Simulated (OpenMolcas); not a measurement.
# Ti³⁺ among point charges: CASSCF and CASPT2 levels and susceptibility

How does a field of 6 point charges split the states of Ti³⁺, and what χT follows?

Program: OpenMolcas 26.06. Level of theory: state-averaged CASSCF and CASPT2, spin-orbit coupling by RASSI with atomic mean-field integrals. These are calculated values, not measurements, unless marked.

## Step 1: The atom as given

- Species: Ti³⁺ (titanium, Z = 22, 19 electrons)
- Basis: ANO-RCC-VDZP [5s4p2d1f], 34 functions
- Scalar Hamiltonian: DKH2, point nucleus
- Inactive shells: 1s 2s 2p 3s 3p
- Active space: 1 electron in 5 orbitals (3d)
- Some configurations of this space: 3d
- Orbitals: optimised for each spin and parity, averaged over all roots

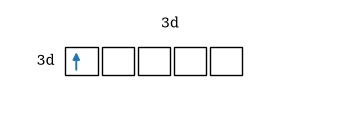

Occupation of the outer shells (arrows by Hund's rule).

The ion sits among 6 point charges of -0.8 e arranged as a trigonal prism (D3h), 1.7 Å from the ion, with a polar angle of 54.5° against the regular 49.1°.

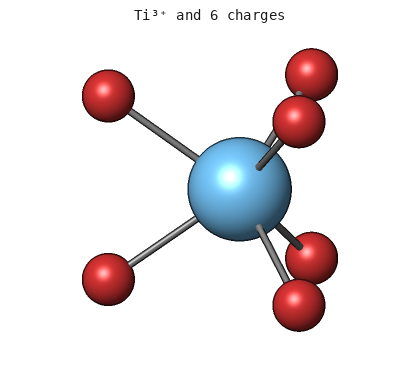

The ion and the point charges (red).

The work runs as a chain of OpenMolcas steps in one folder; each step below is one input file. Labels, J, g values, rates, χT and fits are worked out afterwards by a script from the matrices that RASSI stores.

## Step 2: Basis and integrals

The input, a.inp:

```
&GATEWAY
Coord
1

Ti 0.0 0.0 0.0
Basis=ANO-RCC-VDZP
Group=NoSym
NoMove
AngMom=0.0 0.0 0.0
AMFI
XField
6 Angstrom 0
1.384014 0.000000 0.987171 -0.800000
-0.692007 1.198591 0.987171 -0.800000
-0.692007 -1.198591 0.987171 -0.800000
1.384014 0.000000 -0.987171 -0.800000
-0.692007 1.198591 -0.987171 -0.800000
-0.692007 -1.198591 -0.987171 -0.800000
&SEWARD
```

Command:

```bash
$ OMP_NUM_THREADS=1 MOLCAS_MEM=1689 MOLCAS_PROJECT=a pymolcas a.inp > a.log
```

Standard output:

```text
Basis set label: TI.ANO-RCC...5S4P2D1F.

      Electronic valence basis set:
      ------------------
      Associated Effective Charge  22.000000 au
      Associated Actual Charge     22.000000 au
      Nuclear Model: Point charge

      Shell  nPrim  nBasis  Cartesian Spherical Contaminant
         s      21       5        X
         p      15       4        X
         d      10       2                 X
         f       6       1                 X
                  Relativistic Douglas-Kroll-Hess integrals:
                    - DKH order of Hamiltonian: 2
                    - DKH order of Properties : 0
                  Atomic mean-field integrals
```

## Step 3: Reference wave functions, doublets, 5 roots

The input, a.inp:

```
&RASSCF
FileOrb=start.orb
Symmetry=1
Spin=2
nActEl=1 0 0
Inactive=9
Ras2=5
CIRoot=5 5 1
SDav=5
CIMx=300
Iter=120 100
PrWF=0.3
OrbListing=Nothing
MaxOrb=0
>>> COPY $Project.JobIph JOB001
```

Command:

```bash
$ OMP_NUM_THREADS=1 MOLCAS_MEM=1689 MOLCAS_PROJECT=a pymolcas a.inp > a.log
```

start.orb holds the contracted functions of the basis, ordered by shell, or the orbitals of the step before.

Standard output:

```text
Wave function specifications:
      -----------------------------

      Number of closed shell electrons          18
      Number of electrons in active shells       1
      Max number of holes in RAS1 space          0
      Max nr of electrons in RAS3 space          0
      Number of inactive orbitals                9
      Number of active orbitals                  5
      Number of secondary orbitals              20
      Spin quantum number                      0.5
      State symmetry                             1
Orbital specifications:
      -----------------------

      Symmetry species                           1
                                                 a
      Frozen orbitals                            0
      Inactive orbitals                          9
      Active orbitals                            5
      RAS1 orbitals                              0
      RAS2 orbitals                              5
      RAS3 orbitals                              0
      Secondary orbitals                        20
      Deleted orbitals                           0
      Number of basis functions                 34
      Number of CSFs                             5
      Number of root(s) required                 5
      Iter CI   SX   CI       RASSCF       Energy    max ROT     max BLB   max BLB  Level Ln srch  Step   QN
          iter iter root      energy       change     param      element    value   shift minimum  type update
 Nr of preliminary CI iterations:   1
        1   1    7    0  -855.49321142    0.00E+00  -1.77E-01*   9  22 1 -2.36E-01*  0.41   0.00    SX    NO
        2   1    6    0  -855.56480793   -7.16E-02*  2.62E-02    8  21 1  4.45E-02*  0.52   0.00    SX    NO
        3   1    6    0  -855.56677552   -1.97E-03* -1.02E-02    8  21 1  7.44E-03*  0.52   0.00    SX    NO
        4   1    6    0  -855.56695285   -1.77E-04* -3.08E-03    8  21 1  2.64E-03*  0.52   0.00    SX    NO
        5   1    5    0  -855.56697183   -1.90E-05* -1.57E-03    8  10 1 -1.03E-03*  0.52   1.51    LS   YES
        6   1    5    0  -855.56697429   -2.46E-06* -1.84E-04    7  14 1  4.71E-04*  0.52   1.01    QN   YES
        7   1    5    0  -855.56697449   -2.00E-07* -1.38E-04    7  14 1  2.16E-04*  0.52   1.75    LS   YES
        8   1    4    0  -855.56697453   -4.51E-08*  5.30E-05    3  20 1 -4.40E-05   0.52   1.00    QN   YES
        9   1    4    0  -855.56697454   -3.48E-09   1.90E-05    8  18 1  1.48E-05   0.52   1.34    QN   YES
      Convergence after  9 iterations
       10   1    4    0  -855.56697454   -3.73E-10   1.90E-05    4  21 1  1.30E-06   0.52   1.34    QN   YES
      Natural orbitals and occupation numbers for root  1
      sym 1:  -0.000000  -0.000000   1.000000   0.000000  -0.000000
      Natural orbitals and occupation numbers for root  2
      sym 1:   0.000000   0.000000   0.000000   0.000000   1.000000
      Natural orbitals and occupation numbers for root  3
      sym 1:   1.000000  -0.000000  -0.000000   0.000000   0.000000
::    RASSCF root number  1 Total energy:   -855.57788206
::    RASSCF root number  2 Total energy:   -855.57014925
::    RASSCF root number  3 Total energy:   -855.57014925
::    RASSCF root number  4 Total energy:   -855.55834606
::    RASSCF root number  5 Total energy:   -855.55834606
```

## Step 4: RASSI: spin-orbit coupling between the states

The input, a.inp:

```
&RASSI
NrOfJobIphs=1 5
1 2 3 4 5
IphNames
JOB001
EJob
SpinOrbit
DIPRint=1.0
SOCoupling=1000.0
Subsets=2
Property=9
'ANGMOM' 1 'ANGMOM' 2 'ANGMOM' 3 'MLTPL  1' 1 'MLTPL  1' 2 'MLTPL  1' 3
'AMFI' 1 'AMFI' 2 'AMFI' 3
SOProperty=3
'ANGMOM' 1 'ANGMOM' 2 'ANGMOM' 3
```

Command:

```bash
$ OMP_NUM_THREADS=1 MOLCAS_MEM=1689 MOLCAS_PROJECT=a pymolcas a.inp > a.log
```

Standard output:

```text
SPIN-FREE ENERGIES:
  (Shifted by EMIN (a.u.) =       -855.5778820617)

 SF State       Relative EMIN(au)   Rel lowest level(eV)    D:o, cm**(-1)      L_eff

     1             0.0000000000        0.0000000000              0.0000         2.0
     2             0.0077328102        0.2104204855           1697.1557         2.0
     3             0.0077328144        0.2104205982           1697.1566         2.0
     4             0.0195359993        0.5316016238           4287.6563         2.0
     5             0.0195360006        0.5316016573           4287.6565         2.0
     Dipole printing threshold changed to   1.00000000E+00

++ Dipole transition strengths (spin-free states):
   -----------------------------------------------
     for osc. strength at least  1.00000000E+00

  ( Max oscillator strength is only    3.5720851511605611E-006 )
--
Eigenvalues of complex Hamiltonian:
   -----------------------------------
  (Shifted by EMIN (a.u.) =       -855.5778820617)

 SO State       Relative EMIN(au)   Rel lowest level(eV)    D:o, cm**(-1)     J-value

     1            -0.0000357514        0.0000000000              0.0000         2.1
     2            -0.0000357514        0.0000000000              0.0000         2.1
     3             0.0070370953        0.1924619633           1552.3104         1.1
     4             0.0070370953        0.1924619633           1552.3104         1.1
     5             0.0083924128        0.2293420305           1849.7682         1.2
     6             0.0083924128        0.2293420305           1849.7682         1.2
     7             0.0192250967        0.5241143775           4227.2675         1.9
     8             0.0192250967        0.5241143775           4227.2675         1.9
     9             0.0199187710        0.5429902163           4379.5114         1.9
    10             0.0199187710        0.5429902163           4379.5114         1.9
Weights of the five most important spin-orbit-free states for each spin-orbit state.

 SO State  Total energy (au)           Spin-free states, spin, and weights
 -------------------------------------------------------------------------------------------------------
    1        -0.000036       1 0.5  0.9981    4 0.5  0.0009    5 0.5  0.0009    3 0.5  0.0000    2 0.5  0.0000
    2        -0.000036       1 0.5  0.9981    4 0.5  0.0009    5 0.5  0.0009    3 0.5  0.0000    2 0.5  0.0000
    3         0.007037       2 0.5  0.4986    3 0.5  0.4986    5 0.5  0.0014    4 0.5  0.0014    1 0.5  0.0000
    4         0.007037       2 0.5  0.4986    3 0.5  0.4986    5 0.5  0.0014    4 0.5  0.0014    1 0.5  0.0000
    5         0.008392       3 0.5  0.5000    2 0.5  0.5000    4 0.5  0.0000    5 0.5  0.0000    1 0.5  0.0000
    6         0.008392       3 0.5  0.5000    2 0.5  0.5000    4 0.5  0.0000    5 0.5  0.0000    1 0.5  0.0000
    7         0.019225       4 0.5  0.4991    5 0.5  0.4991    1 0.5  0.0019    3 0.5  0.0000    2 0.5  0.0000
    8         0.019225       4 0.5  0.4991    5 0.5  0.4991    1 0.5  0.0019    3 0.5  0.0000    2 0.5  0.0000
    9         0.019919       5 0.5  0.4986    4 0.5  0.4986    3 0.5  0.0014    2 0.5  0.0014    1 0.5  0.0000
   10         0.019919       5 0.5  0.4986    4 0.5  0.4986    3 0.5  0.0014    2 0.5  0.0014    1 0.5  0.0000
 -------------------------------------------------------------------------------------------------------
```

These steps took 1.7 s in all on 1 thread, shared host.

States without spin-orbit coupling:

| state | degeneracy | E (cm-1) | free-ion L (%) |
| --- | --- | --- | --- |
| 2A1 | 1 | 0 | D (100) |
| 2E | 2 | 1697 | D (100) |
| 2E | 2 | 4288 | D (100) |

With spin-orbit coupling:

```tsv
E (cm-1)	Degeneracy	Label	2S+1	g
0.0	2	E1/2	2	1.79 1.79 2.00
1552	2	E3/2	2	0.00 0.00 1.98
1850	2	E1/2	2	0.00 0.00 5.98
4227	2	E1/2	2	0.00 0.21 0.21
4380	2	E3/2	2	0.00 0.00 4.00
```

Labels of spin-orbit levels are those of the rotation subgroup (D3 for D3h). Principal g values are given for doublets only; a zero marks a field direction without first-order Zeeman splitting.

Powder χT (cm³ K/mol): 0.33 at 2 K, 0.33 at 5 K, 0.33 at 10 K, 0.33 at 20 K, 0.34 at 50 K, 0.35 at 100 K, 0.36 at 150 K, 0.37 at 200 K, 0.39 at 250 K, 0.40 at 300 K.

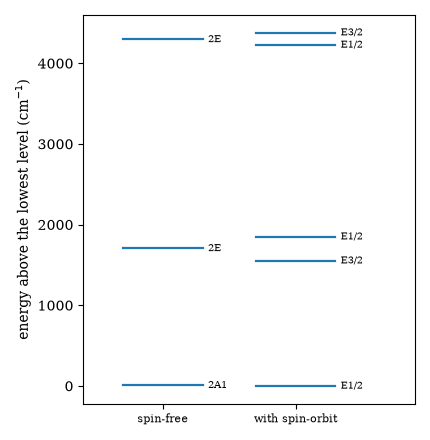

The states in the field without (left) and with (right) spin-orbit coupling.

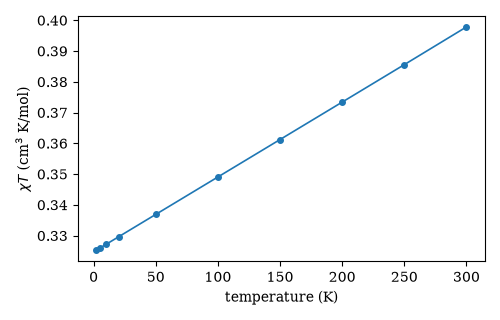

χT against temperature.

## Step 5: CASPT2: IPEA 0.25, imaginary shift 0.1 (closed shells correlated: 3s 3p)

The input, a.inp:

```
>>> COPY JOB001 $Project.JobIph
&CASPT2
Multistate=5 1 2 3 4 5
NoMult
Frozen=5
IPEA=0.25
Imaginary=0.1
MaxIter=60
WThr=0.0 0.3 0.05
PrWF=0.5
NoMix
```

Command:

```bash
$ OMP_NUM_THREADS=1 MOLCAS_MEM=1689 MOLCAS_PROJECT=a pymolcas a.inp > a.log
```

Standard output:

```text
Orbital specifications:
      -----------------------

      Symmetry species                           1
                                                 a
      Frozen orbitals                            5
      Inactive orbitals                          4
      Active orbitals                            5
      Secondary orbitals                        20
      Deleted orbitals                           0
      Number of basis functions                 34
Type of calculation                        SS-CASPT2
      Fock operator                              state-specific
      IPEA shift                                 0.25
      Real shift                                 0.00
      Imaginary shift                            0.10
      The input orbitals will be transformed to quasi-canonical
Reference energy:        -855.5778820617
      E2 (Non-variational):      -0.2091343300
      Shift correction:          -0.0000867068
      E2 (Variational):          -0.2092210368
      Total energy:            -855.7871030985
      Residual norm:              0.0000008942
      Reference weight:           0.96062
      Contributions to the CASPT2 correlation energy
      Active & Virtual Only:         -0.0000000001
      One Inactive Excited:          -0.0400603942
      Two Inactive Excited:          -0.1690739357
Reference energy:        -855.5701492515
      E2 (Non-variational):      -0.2095466523
      Shift correction:          -0.0000874773
      E2 (Variational):          -0.2096341296
      Total energy:            -855.7797833811
      Residual norm:              0.0000000538
      Reference weight:           0.96044
      Contributions to the CASPT2 correlation energy
      Active & Virtual Only:          0.0000000002
      One Inactive Excited:          -0.0404991293
      Two Inactive Excited:          -0.1690475232
::    CASPT2 Root  1     Total energy:   -855.78710310
::    CASPT2 Root  2     Total energy:   -855.77978338
::    CASPT2 Root  3     Total energy:   -855.77926549
::    CASPT2 Root  4     Total energy:   -855.76694870
::    CASPT2 Root  5     Total energy:   -855.76694902
```

This run: 0.62 s of run time, 1 thread, shared host.

SS-CASPT2: lowest energy less the reference's lowest, -0.2092 hartree; reference weights 0.960 to 0.961.

States without spin-orbit coupling:

| state | degeneracy | E (cm-1) | free-ion L (%) |
| --- | --- | --- | --- |
| 2A1 | 1 | 0 | D (100) |
| 2E | 2 | 1663 | D (100) |
| 2E | 2 | 4423 | D (100) |

With spin-orbit coupling:

```tsv
E (cm-1)	Degeneracy	Label	2S+1	g
0	2	E1/2	2	1.79 1.79 2.00
1520	2	E3/2	2	0.00 0.00 1.98
1820	2	E1/2	2	0.00 0.00 5.98
4360	2	E1/2	2	0.00 0.21 0.21
4510	2	E3/2	2	0.00 0.00 4.00
```

Powder χT (cm³ K/mol): 0.33 at 2 K, 0.33 at 5 K, 0.33 at 10 K, 0.33 at 20 K, 0.34 at 50 K, 0.35 at 100 K, 0.36 at 150 K, 0.37 at 200 K, 0.39 at 250 K, 0.40 at 300 K.

## Step 6: The methods side by side

A. CASSCF
B. SS-CASPT2, IPEA 0.25, imaginary shift 0.1 (closed shells correlated: 3s 3p)

| method | ground state | first state of that spin (cm-1) | first gap with spin-orbit (cm-1) | χT at 300 K |
| --- | --- | --- | --- | --- |
| A | 2A1 | 2E 1697 | 1552.3 | 0.40 |
| B | 2A1 | 2E 1663 | 1518.7 | 0.40 |

## Step 7: Outcome

| quantity | value |
| --- | --- |
| method | SS-CASPT2, IPEA 0.25, imaginary shift 0.1 (closed shells correlated: 3s 3p) |
| spin-free ground state | 2A1, 1-fold in its orbital part |
| first state of the same spin within the active space | 2E at 1660 cm⁻¹ |
| lowest level | 2-fold E1/2, g = 1.79, 1.79, 2.00 |
| next level | 1518.7 cm⁻¹ |
| χT at 300 K | 0.40 cm³ K/mol |
| effective moment at 300 K | 1.78 μB |

Cost by method:

| method | time of its own steps | time with the reference |
| --- | --- | --- |
| A. CASSCF | 1.7 s | 1.7 s |
| B. SS-CASPT2, IPEA 0.25, imaginary shift 0.1, +3s 3p | 0.62 s | 2.3 s |

Times are of one thread on a shared host.

**Reading.** The spin-free ground state (2A1) comes to 100 % from free-ion D terms and keeps the highest spin of the shell. χT at 300 K is 0.40, against 0.38 cm³ K/mol for the spin alone; near agreement at one temperature doesn't show that the orbital moment is quenched. CASPT2 does not keep the components of a term degenerate, and the means are used. The field of point charges can differ much from that of real complexes. Point charges carry no covalency, so the field is a model and not that of real ligands.
